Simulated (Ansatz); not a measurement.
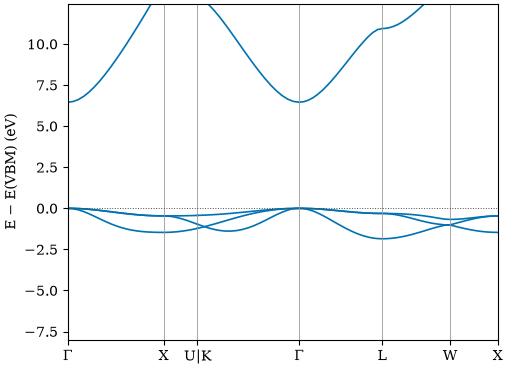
*Band structure from LDA (plane waves, PAW; program Ansatz)*

Question: Read off the gap and where the band edges lie.

Answer: About 6.5 eV (6.46 eV by a search for the band edges); maximum at Γ, minimum at Γ.

Question: Which compound is it?
(A) NaF, rock salt
(B) NaCl, rock salt
(C) CsCl, rock salt

Answer: A, NaF, rock salt

Space group Fm-3m (rock salt). Symmetry was held in the LDA relaxation.

Potentials: the earlier of the program's two PAW sets. The files were generated under PBE; for other functionals the program regenerates the frozen cores, and for LDA and PBEsol the local potential too.
